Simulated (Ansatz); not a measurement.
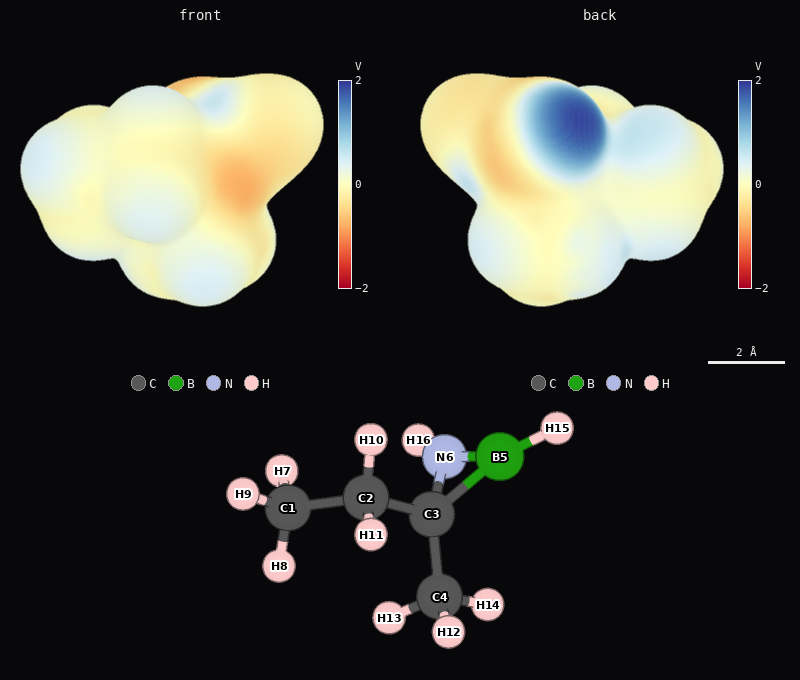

Figure 1: C4H10BN (SMILES CCC1(C)BN1). The electrostatic potential painted on the density surface at 0.002 e/bohr³, seen from the front and from behind; red is negative and blue positive. The bare structure is drawn below in the same view.

Level of theory: RKS B3LYP-D4/6-31G in Ansatz.

```yaml
atoms:
  - { symbol: C, position_ang: [0.5545, -1.8374, 0.1885] }
  - { symbol: C, position_ang: [0.8936, -0.3865, 0.5779] }
  - { symbol: C, position_ang: [-0.1038, 0.6471, 0.0509] }
  - { symbol: C, position_ang: [-0.1086, 0.8201, -1.4634] }
  - { symbol: B, position_ang: [-0.7286, 1.7507, 1.0160] }
  - { symbol: N, position_ang: [-1.4616, 0.6419, 0.7244] }
  - { symbol: H, position_ang: [-0.4370, -2.1177, 0.5659] }
  - { symbol: H, position_ang: [0.5515, -1.9757, -0.8986] }
  - { symbol: H, position_ang: [1.2818, -2.5403, 0.6109] }
  - { symbol: H, position_ang: [0.9452, -0.3136, 1.6721] }
  - { symbol: H, position_ang: [1.8931, -0.1267, 0.2008] }
  - { symbol: H, position_ang: [0.8795, 1.1491, -1.8092] }
  - { symbol: H, position_ang: [-0.3481, -0.1150, -1.9893] }
  - { symbol: H, position_ang: [-0.8411, 1.5730, -1.7723] }
  - { symbol: H, position_ang: [-0.7258, 2.7681, 1.6140] }
  - { symbol: H, position_ang: [-2.2674, 0.0406, 0.7558] }
```

Where is the surface potential most negative and most positive?

The most negative region (about −0.7 V) lies over C3, the most positive (about +1.8 V) over H16.
